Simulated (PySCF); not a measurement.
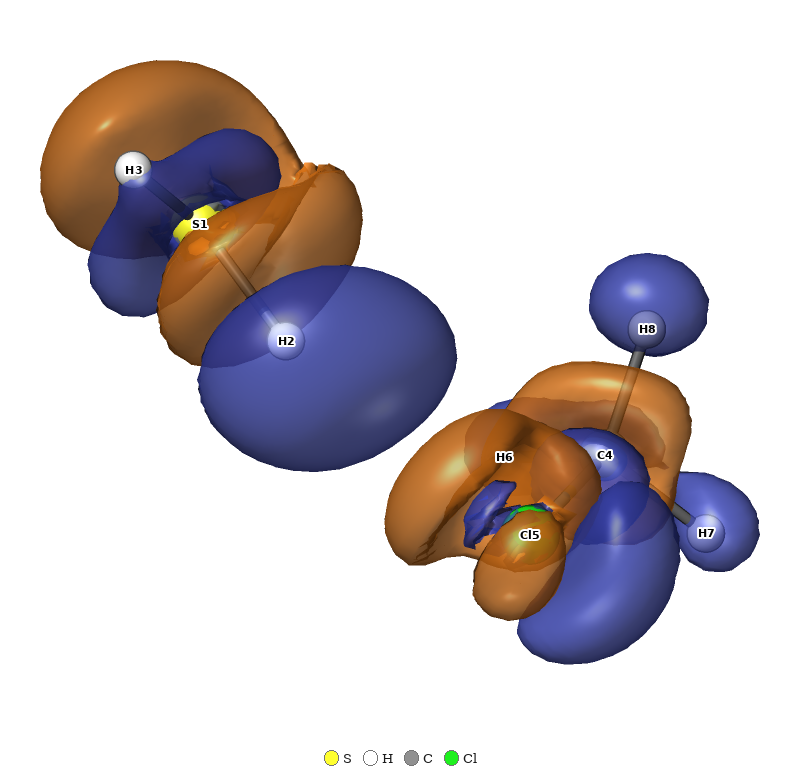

CH5ClS, SMILES `S.CCl`. Density of the complex less the densities of the two fragments at the same geometry, ±0.002 e/Å³ (orange: gain, blue: loss). Fragment A: H2S (atoms 1–3); fragment B: H3CCl.

Computed with PySCF, CAM-B3LYP/def2-SVP, geometry: GFN2-xTB. GFN2-xTB bond lengths at metals and heavier atoms can be off by up to 0.1 Å and shapes distorted, which carries into these values.

### Which way does charge flow?

Hirshfeld charges show 0.012 e passing from B to A. By Hirshfeld charges, electrons gather most on S1 (−0.023 e) and leave H2 most (+0.013 e); 0.05 e is displaced in all, which induces a dipole of 0.38 D.

### What is the interaction energy, and which contacts carry it?

The counterpoise-corrected interaction energy of the frozen fragments is −1.0 kcal/mol without dispersion correction and −2.1 kcal/mol with D3(BJ). The pair geometry is semi-empirical, not a minimum at this level. Contacts: H2···Cl5, hydrogen bond, 2.54 Å, ρ = 0.015 a.u. The pose is a local one from a semi-empirical search, not shown to be the most stable.
